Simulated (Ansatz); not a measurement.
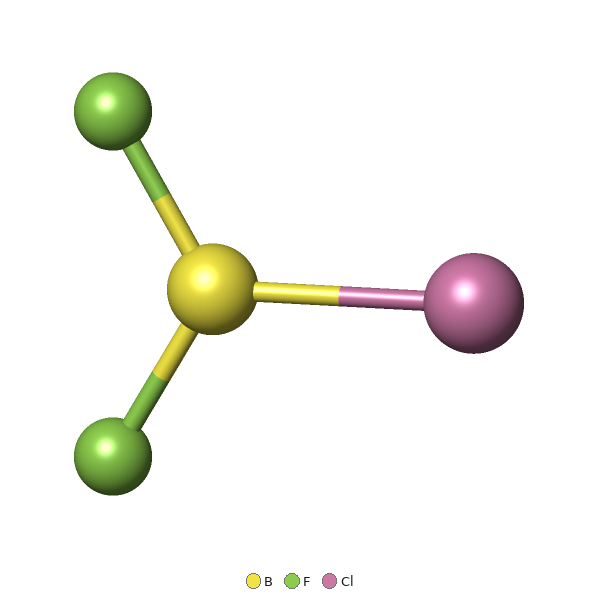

Harmonic vibrations computed with RKS PBE0-D4/def2-TZVP (Ansatz 0.2.0) at a stationary point of the same level.

> Minimum or transition state?

A minimum: no imaginary frequency, and the lowest mode lies at 341 cm⁻¹.

> How many vibrational modes are there, and where do they lie?

6 modes: 341, 424, 603, 701, 1261, 1458 cm⁻¹.
